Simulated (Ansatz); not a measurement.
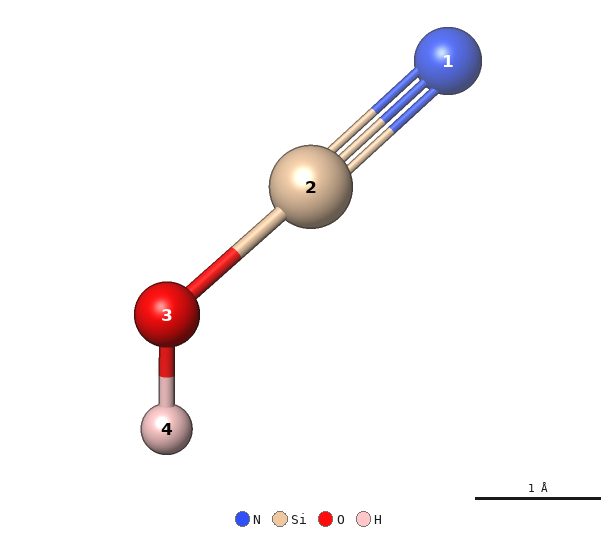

Simulated data, not a measurement (program: Ansatz).

Orthographic view. Atoms fade into the background with distance from the viewer. Geometry: moved along internal coordinates away from the minimum.

Write a MOL file (V2000) with the atoms in numerical order, bonds sorted by atom number with the orders drawn, and coordinates in the frame of the picture: x right, y up, z towards the viewer, origin at the mean position.

```
HNOSi
                    3D

  4  3  0  0  0  0  0  0  0  0999 V2000
    1.4000    1.5000   -0.5200 N   0  0  0  0  0  0  0  0  0  0  0  0
    0.3000    0.4900   -0.0600 Si  0  0  0  0  0  4  0  0  0  0  0  0
   -0.8500   -0.5300    0.4300 O   0  0  0  0  0  0  0  0  0  0  0  0
   -0.8500   -1.4500    0.1400 H   0  0  0  0  0  0  0  0  0  0  0  0
  1  2  3  0
  2  3  1  0
  3  4  1  0
M  END
```
